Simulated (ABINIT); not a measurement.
**Beyond one shot: MgS (Niningerite)**

Wanted: G0W0 and self-consistent gaps of MgS (Niningerite), with the cost of the cycles.

Main program and level: ABINIT 10.8.3; LDA and many-body steps on it, plane waves.

### 1. Set-up

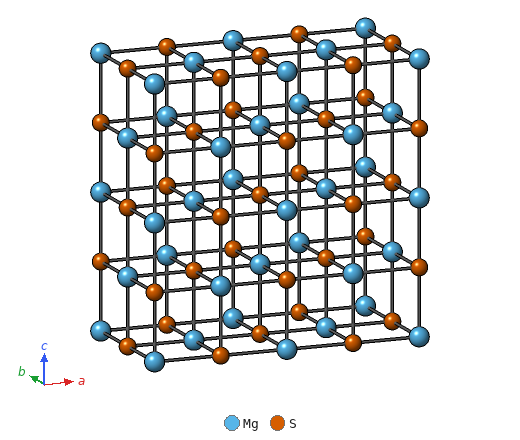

The starting structure, seen slightly off an axis (magnesium blue, sulfur orange). 2×1×2 cells are drawn. This picture shows the conventional cell, with its axes. Some periodic images of atoms are drawn too.

The cell and positions come from the Crystallography Open Database and are kept as given unless a step says otherwise.

### 2. Empty states on the mesh, 4×4×4 mesh, 38 bands

This step: ABINIT 10.8.3; DFT, LDA, plane waves, norm-conserving pseudopotentials.

The sums over transitions need many empty states on a uniform mesh; this step solves for them.

File run.abi:

```
acell 3*1.0 Angstrom
rprim 
  0.000000000000 2.601650000000 2.601650000000
  2.601650000000 0.000000000000 2.601650000000
  2.601650000000 2.601650000000 0.000000000000
ntypat 2
znucl 12 16
natom 2
typat 1 2
xred 
  0.000000000000 0.000000000000 0.000000000000
  0.500000000000 0.500000000000 0.500000000000
pp_dirpath "pseudos"
pseudos "Mg.upf, S.upf"
ecut 38
ngkpt 4 4 4
nshiftk 1
shiftk 0 0 0
kptopt 1
chksymbreak 0
iscf -2
irdden 1
istwfk *1
nband 38
nbdbuf 4
tolwfr 1e-09
nstep 60
prtvol 0
indata_prefix "in"
outdata_prefix "out"
tmpdata_prefix "tmp"
```

The run is started by

```console
$ OMP_NUM_THREADS=1 mpirun -n 4 abinit run.abi > log
```

Numbers of over 12 decimals in the logs are rounded to 6 here.

What it wrote:

```text
.Version 10.8.3 of ABINIT. v10.8.2 released Aug 2026.

 Symmetries : space group Fm -3 m (#225); Bravais cF (face-center cubic)
[... echo of the input left out ...]
== DATASET  1 ==================================================================
-   mpi_nproc: 4, omp_nthreads: 1 (-1 if OMP is not activated)

--- !DatasetInfo
iteration_state: {dtset: 1, }
dimensions: {natom: 2, nkpt: 8, mband: 38, nsppol: 1, nspinor: 1, nspden: 1, mpw: 2698, }
cutoff_energies: {ecut:  38.0, pawecutdg:  -1.0, }
[...]
0.62675    0.62675    0.91760    1.09368    1.09368    1.09368    1.27265    1.27265
   1.28077    1.28077    1.28077    1.42894    1.42894    1.42894    1.48253    1.48253
   1.66779    1.66779    1.66779    1.73049    1.88175    1.88175
 prteigrs : prtvol=0 or 1, do not print more k-points.

== END DATASET(S) ==============================================================
================================================================================

 -outvars: echo values of variables after computation  --------
            nband          38
             nkpt           8
          spgroup         225
 [... the other variables as echoed above ...]

 Calculation completed.
```

Run time: 4.7 s. Hardware: 4 MPI ranks of Arm Neoverse V2, shared host; peak memory 0.27 GiB.

This step gave:

```yaml
gap: 2.559 eV
k_of_the_valence_top: 0, 0, 0
k_of_the_conduction_bottom: 0.5, 0.5, 0
least_direct_gap: 3.476 eV
k_points_computed: 8
lowest_point_of_the_top_converged_band_above_the_valence_top: 38.23 eV
```

On this mesh the gap is 2.559 eV.

The density comes from a self-consistent run that is not shown.

### 3. Screening, 4×4×4 mesh, 34 bands, screening to 108.8 eV

The RPA dielectric matrix is built and inverted for each q.

This step: RPA screening on LDA, plane waves, norm-conserving pseudopotentials.

Edit run.abi of step 2 so:

```diff
@@ -20,10 +20,11 @@
 chksymbreak 0
-iscf -2
-irdden 1
 istwfk *1
-nband 38
-nbdbuf 4
-tolwfr 1e-09
-nstep 60
-prtvol 0
+occopt 1
+irdwfk 1
+optdriver 3
+nband 34
+ecuteps 4
+inclvkb 2
+awtr 1
+symchi 1
 indata_prefix "in"
```

What it wrote:

```text
.Version 10.8.3 of ABINIT. v10.8.2 released Aug 2026.

 Symmetries : space group Fm -3 m (#225); Bravais cF (face-center cubic)
[... echo of the input left out ...]
== DATASET  1 ==================================================================
-   mpi_nproc: 4, omp_nthreads: 1 (-1 if OMP is not activated)

--- !DatasetInfo
iteration_state: {dtset: 1, }
dimensions: {natom: 2, nkpt: 8, mband: 34, nsppol: 1, nspinor: 1, nspden: 1, mpw: 2698, }
cutoff_energies: {ecut:  38.0, pawecutdg:  -1.0, }
electrons: {nelect:   1.60000000E+01, charge:   0.00000000E+00, occopt:   1.00000000E+00, tsmear:   1.00000000E-02, }

 SCREENING: Calculation of the susceptibility and dielectric matrices

 Based on a program developped by R.W. Godby, V. Olevano, G. Onida, and L. Reining.
 Incorporated in ABINIT by V. Olevano, G.-M. Rignanese, and M. Torrent.
.Using double precision arithmetic ; gwpc =  8

[... cell and pseudopotentials left out ...]
--------------------------------------------------------------------------------

 ==== K-mesh for the wavefunctions ====
 Number of points in the irreducible wedge :     8
[... list of points left out ...]
 Together with 48 symmetry operations and time-reversal symmetry
 yields    64 points in the full Brillouin Zone.

 ==== Q-mesh for the screening function ====
 Number of points in the irreducible wedge :     8
[... list of points left out ...]
 Together with 48 symmetry operations and time-reversal symmetry
 yields    64 points in the full Brillouin Zone.

 setmesh: FFT mesh size selected  =    25x   25x   25
          total number of points  =        15625

 vcoul_init : cutoff-mode = AUXILIARY_FUNCTION
 q-points for optical limit:   1
     1)      0.000010    0.000020    0.000030

- screening: taking advantage of time-reversal symmetry
- Maximum band index for partially occupied states nbvw = 8
- Remaining bands to be divided among processors   nbcw = 26
- Number of bands treated by each node ~6

 Number of electrons calculated from density =   16.0000; Expected =   16.0000
 average of density, n =  0.067320
 r_s =    1.5249
 omega_plasma =   25.0282 [eV]

 calculating chi0 at frequencies [eV] :
  1    0.000000E+00    0.000000E+00
  2    0.000000E+00    2.502816E+01

--------------------------------------------------------------------------------
  q-point number  1        q = ( 0.000000, 0.000000, 0.000000) [r.l.u.]
--------------------------------------------------------------------------------
[... chi0 elements left out ...]
 For q-point:  0.000010 0.000020 0.000030
  dielectric constant =   6.5428
  dielectric constant without local fields =   7.5410

  Average fulfillment of the sum rule on Im[epsilon] for q-point    1 :     37.30  [%]
[... wings left out ...]
  q-point number  2        q = ( 0.250000, 0.000000, 0.000000) [r.l.u.]
--------------------------------------------------------------------------------
[... chi0 elements left out ...]
  Average fulfillment of the sum rule on Im[epsilon] for q-point    2 :     50.59  [%]

 [... 6 further q-points ...]
```

Run time: 4 s. Hardware: 4 MPI ranks; peak memory 0.45 GiB.

This step gave:

| Item | Value |
| --- | --- |
| ε∞ with local fields, on this mesh, along the program's q direction | 6.543 |
| the same without local fields | 7.541 |
| plasma frequency | 25.03 eV |
| plane waves in the screening matrix | 89 |

Local fields lower ε∞ by 13 %. On a Γ-centred mesh this coarse the value itself is usually too large, while a short band sum pulls it down.

### 4. G0W0

The self-energy is evaluated for the states that the input lists, and the levels follow from it, in one-shot runs by the linearised quasiparticle equation.

This step: G0W0 on LDA, plane waves, norm-conserving pseudopotentials.

Edit run.abi of step 3 so:

```diff
@@ -23,8 +23,17 @@
 irdwfk 1
-optdriver 3
+optdriver 4
 nband 34
+gwcalctyp 0
+ecutsigx 38
+symsigma 1
+nkptgw 2
+kptgw 
+  0.0000000000 0.0000000000 0.0000000000
+  0.5000000000 0.5000000000 0.0000000000
+bdgw 
+  6 12
+  7 10
 ecuteps 4
-inclvkb 2
-awtr 1
-symchi 1
+irdscr 1
+ppmodel 1
 indata_prefix "in"
```

What it wrote:

```text
.Version 10.8.3 of ABINIT. v10.8.2 released Aug 2026.

 Symmetries : space group Fm -3 m (#225); Bravais cF (face-center cubic)
[... echo of the input left out ...]
== DATASET  1 ==================================================================
-   mpi_nproc: 4, omp_nthreads: 1 (-1 if OMP is not activated)

--- !DatasetInfo
iteration_state: {dtset: 1, }
dimensions: {natom: 2, nkpt: 8, mband: 34, nsppol: 1, nspinor: 1, nspden: 1, mpw: 2698, }
cutoff_energies: {ecut:  38.0, pawecutdg:  -1.0, }
electrons: {nelect:   1.60000000E+01, charge:   0.00000000E+00, occopt:   1.00000000E+00, tsmear:   1.00000000E-02, }

 SIGMA: Calculation of the GW corrections

 Based on a program developped by R.W. Godby, V. Olevano, G. Onida, and L. Reining.
 Incorporated in ABINIT by V. Olevano, G.-M. Rignanese, and M. Torrent.
.Using double precision arithmetic ; gwpc =  8

[... cell and pseudopotentials left out ...]
--------------------------------------------------------------------------------

 ==== K-mesh for the wavefunctions ====
 Number of points in the irreducible wedge :     8
[... list of points left out ...]
 Together with 48 symmetry operations and time-reversal symmetry
 yields    64 points in the full Brillouin Zone.

 ==== Q-mesh for screening function ====
 Number of points in the irreducible wedge :     8
[... list of points left out ...]
 Together with 48 symmetry operations and time-reversal symmetry
 yields    64 points in the full Brillouin Zone.

 vcoul_init : cutoff-mode = AUXILIARY_FUNCTION
 q-points for optical limit:   1
     1)      0.000010    0.000020    0.000030
 setmesh: FFT mesh size selected  =    40x   40x   40
          total number of points  =        64000

 Number of electrons calculated from density =   16.0000; Expected =   16.0000
 average of density, n =  0.067320
 r_s =    1.5249
 omega_plasma =   25.0282 [eV]

 === KS Band Gaps ===
  >>>> For spin  1
   Minimum direct gap =   3.4763 [eV], located at k-point      :   0.0000  0.0000  0.0000
   Fundamental gap    =   2.5588 [eV], Top of valence bands at :   0.0000  0.0000  0.0000
                                       Bottom of conduction at :   0.5000  0.5000  0.0000
 SIGMA fundamental parameters:
 PLASMON POLE MODEL  1
 number of plane-waves for SigmaX                 2685
 number of plane-waves for SigmaC and W             89
 number of plane-waves for wavefunctions          2685
 number of bands                                    34
 number of independent spin polarizations            1
 number of spinorial components                      1
 number of k-points in IBZ                           8
 number of q-points in IBZ                           8
 number of symmetry operations                      48
 number of k-points in BZ                           64
 number of q-points in BZ                           64
 number of frequencies for dSigma/dE                 9
 frequency step for dSigma/dE [eV]                0.25
 number of omega for Sigma on real axis              0
 max omega for Sigma on real axis  [eV]           0.00
 zcut for avoiding poles [eV]                     0.10

 EPSILON^-1 parameters (SCR file):
 dimension of the eps^-1 matrix on file             89
 dimension of the eps^-1 matrix used                89
 number of plane-waves for wavefunctions          2685
 number of bands                                    34
 number of q-points in IBZ                           8
 number of frequencies                               2
 number of real frequencies                          1
 number of imag frequencies                          1

 matrix elements of self-energy operator (all in [eV])

 Perturbative Calculation

--- !SelfEnergy_ee
iteration_state: {dtset: 1, }
kpoint     : [   0.000,    0.000,    0.000, ]
spin       : 1
KS_gap     :    3.476
QP_gap     :    5.098
Delta_QP_KS:    1.622
data: !SigmaeeData |
     Band     E0 <VxcDFT>   SigX SigC(E0)      Z dSigC/dE  Sig(E)    E-E0       E
        6   4.124 -13.284 -16.382   2.332   0.785  -0.273 -13.886  -0.601   3.523
        7   4.124 -13.284 -16.382   2.332   0.785  -0.273 -13.886  -0.601   3.523
        8   4.124 -13.284 -16.382   2.332   0.785  -0.273 -13.886  -0.601   3.523
        9   7.600 -11.356  -6.443  -3.654   0.811  -0.234 -10.336   1.020   8.621
       10  11.957  -9.766  -4.442  -3.915   0.813  -0.231  -8.621   1.145  13.102
       11  11.957  -9.766  -4.442  -3.915   0.813  -0.231  -8.621   1.145  13.102
       12  11.957  -9.766  -4.442  -3.915   0.813  -0.231  -8.621   1.145  13.102

--- !SelfEnergy_ee
iteration_state: {dtset: 1, }
kpoint     : [   0.500,    0.500,    0.000, ]
spin       : 1
KS_gap     :    4.261
QP_gap     :    6.076
Delta_QP_KS:    1.815
data: !SigmaeeData |
     Band     E0 <VxcDFT>   SigX SigC(E0)      Z dSigC/dE  Sig(E)    E-E0       E
        7   2.422 -12.459 -16.032   2.668   0.780  -0.282 -13.165  -0.706   1.717
        8   2.422 -12.459 -16.032   2.668   0.780  -0.282 -13.165  -0.706   1.717
        9   6.683 -10.852  -6.192  -3.305   0.819  -0.222  -9.742   1.110   7.792
       10   8.392  -8.957  -4.414  -3.465   0.823  -0.216  -8.070   0.887   9.279

== END DATASET(S) ==============================================================
================================================================================

 -outvars: echo values of variables after computation  --------
           etotal      0.0000000000E+00
            nband          34
             nkpt           8
          spgroup         225
 [... the other variables as echoed above ...]

 Calculation completed.
```

The job ended after 2.5 s (4 MPI ranks; peak memory 0.15 GiB).

This step gave:

| Quantity | Value |
| --- | --- |
| G0W0 gap on the points computed | 4.269 eV |
| starting gap on the mesh | 2.559 eV |
| k of the valence top | 0, 0, 0 |
| k of the conduction bottom | 0.5, 0.5, 0 |
| Z at the valence top | 0.785 |
| Z at the conduction bottom | 0.819 |
| least direct G0W0 gap on the computed points | 5.098 eV |

The gap on the mesh goes from 2.56 eV to 4.27 eV, a correction of +1.71 eV.

### 5. QSGW, cycle 1

This step: QSGW on LDA, plane waves, norm-conserving pseudopotentials.

Edit run.abi of step 4 so:

```diff
@@ -25,12 +25,24 @@
 nband 34
-gwcalctyp 0
+gwcalctyp 28
 ecutsigx 38
-symsigma 1
-nkptgw 2
+symsigma 0
+nkptgw 8
 kptgw 
   0.0000000000 0.0000000000 0.0000000000
+  0.2500000000 0.0000000000 0.0000000000
+  0.5000000000 0.0000000000 0.0000000000
+  0.2500000000 0.2500000000 0.0000000000
+  0.5000000000 0.2500000000 0.0000000000
+  -0.2500000000 0.2500000000 0.0000000000
   0.5000000000 0.5000000000 0.0000000000
+  -0.2500000000 0.5000000000 0.2500000000
 bdgw 
-  6 12
-  7 10
+  1 22
+  1 22
+  1 22
+  1 22
+  1 22
+  1 22
+  1 22
+  1 22
 ecuteps 4
```

What it wrote:

```text
.Version 10.8.3 of ABINIT. v10.8.2 released Aug 2026.

 Symmetries : space group Fm -3 m (#225); Bravais cF (face-center cubic)
[... echo of the input left out ...]
== DATASET  1 ==================================================================
-   mpi_nproc: 4, omp_nthreads: 1 (-1 if OMP is not activated)

--- !DatasetInfo
iteration_state: {dtset: 1, }
dimensions: {natom: 2, nkpt: 8, mband: 34, nsppol: 1, nspinor: 1, nspden: 1, mpw: 2698, }
cutoff_energies: {ecut:  38.0, pawecutdg:  -1.0, }
electrons: {nelect:   1.60000000E+01, charge:   0.00000000E+00, occopt:   1.00000000E+00, tsmear:   1.00000000E-02, }

 SIGMA: Calculation of the GW corrections

 Based on a program developped by R.W. Godby, V. Olevano, G. Onida, and L. Reining.
 Incorporated in ABINIT by V. Olevano, G.-M. Rignanese, and M. Torrent.
.Using double precision arithmetic ; gwpc =  8

[... cell and pseudopotentials left out ...]
--------------------------------------------------------------------------------

 ==== K-mesh for the wavefunctions ====
 Number of points in the irreducible wedge :     8
[... list of points left out ...]
 Together with 48 symmetry operations and time-reversal symmetry
 yields    64 points in the full Brillouin Zone.

 ==== Q-mesh for screening function ====
 Number of points in the irreducible wedge :     8
[... list of points left out ...]
 Together with 48 symmetry operations and time-reversal symmetry
 yields    64 points in the full Brillouin Zone.

 vcoul_init : cutoff-mode = AUXILIARY_FUNCTION
 q-points for optical limit:   1
     1)      0.000010    0.000020    0.000030
 setmesh: FFT mesh size selected  =    40x   40x   40
          total number of points  =        64000

 Number of electrons calculated from density =   16.0000; Expected =   16.0000
[...]
QP_gap     :    6.520
Delta_QP_KS:    2.259
data: !SigmaeeData |
     Band     E_DFT   <VxcDFT>   E(N-1)  <Hhartree>   SigX  SigC[E(N-1)]    Z     dSigC/dE  Sig[E(N)]  DeltaE  E(N)_pert E(N)_diago
[...]
--- !SelfEnergy_ee
iteration_state: {dtset: 1, }
kpoint     : [  -0.250,    0.500,    0.250, ]
spin       : 1
KS_gap     :    7.489
QP_gap     :    9.717
Delta_QP_KS:    2.227
data: !SigmaeeData |
     Band     E_DFT   <VxcDFT>   E(N-1)  <Hhartree>   SigX  SigC[E(N-1)]    Z     dSigC/dE  Sig[E(N)]  DeltaE  E(N)_pert E(N)_diago
[...]
21    27.950   -10.743    27.950    38.692    -2.912    -7.855     1.000     0.000   -10.767    -0.024    27.925    28.051
       22    27.950   -10.743    27.950    38.692    -2.912    -7.855     1.000     0.000   -10.767    -0.024    27.925    28.059

 New Fermi energy :        2.064818E-01 Ha ,    5.618655E+00 eV
 New Exchange energy :    -9.677235E+00 Ha ,   -2.633310E+02 eV

 === QP Band Gaps ===
  >>>> For spin  1
   Minimum direct gap =   5.5062 [eV], located at k-point      :   0.0000  0.0000  0.0000
   Fundamental gap    =   4.5176 [eV], Top of valence bands at :   0.0000  0.0000  0.0000
                                       Bottom of conduction at :   0.5000  0.5000  0.0000

 writing QP data on file : out_QPS

 Convergence of QP corrections
 >>>>> For spin  1 <<<<<
.  kptgw no:  1; Maximum DeltaE = ( -18.647   0.317) for band index:  1
.  kptgw no:  2; Maximum DeltaE = ( -18.648   0.306) for band index:  1
.  kptgw no:  3; Maximum DeltaE = ( -18.622   0.325) for band index:  1
[...]
.  kptgw no:  7; Maximum DeltaE = ( -18.657   0.281) for band index:  1
.  kptgw no:  8; Maximum DeltaE = ( -18.651   0.296) for band index:  1

== END DATASET(S) ==============================================================
================================================================================

 -outvars: echo values of variables after computation  --------
           etotal      0.0000000000E+00
            nband          34
             nkpt           8
          spgroup         225
 [... the other variables as echoed above ...]

 Calculation completed.
```

The job ended after 43 s (4 MPI ranks; peak memory 1.3 GiB).

This step gave:

```yaml
quasiparticle_gap_on_the_mesh: 4.517 eV
gap_of_the_density_functional_on_the_mesh: 2.559 eV
k_of_the_valence_top: 0, 0, 0
k_of_the_conduction_bottom: 0.5, 0.5, 0
z_at_the_valence_top: 1
z_at_the_conduction_bottom: 1
least_direct_quasiparticle_gap_on_the_computed_points: 5.506 eV
```

Against G0W0 in ABINIT (4×4×4 mesh, 34 bands, screening to 108.8 eV, Godby-Needs plasmon pole), the gap moves by +0.248 eV.

[end of part 1 of 3]

[Paths, hosts, dates, memory and timing lines, banners, echoed tables and standing remarks are left out of the program output.]

[Logs are printed without paths, hosts, clocks, repeated set-up lines and the standing remarks that a program may print on its own settings, such as how far it seeks lower states.]

[Runs of the session that timed out or met a known fault of the program may be left out.]

[Hosts, paths, dates, database ids (printed as entryN), source tags and the programs' standing remarks are cut or masked in the printed files.]

[G0W0 gaps are taken among the corrected bands and points alone; a level outside them can change the order at an edge.]

[Where Ansatz stands beside ABINIT at settings called matched, ABINIT's density can come from a denser mesh and the files from another edition; pairs whose starting gaps differed by over 0.03 eV were left out, so agreement reads better than it is.]
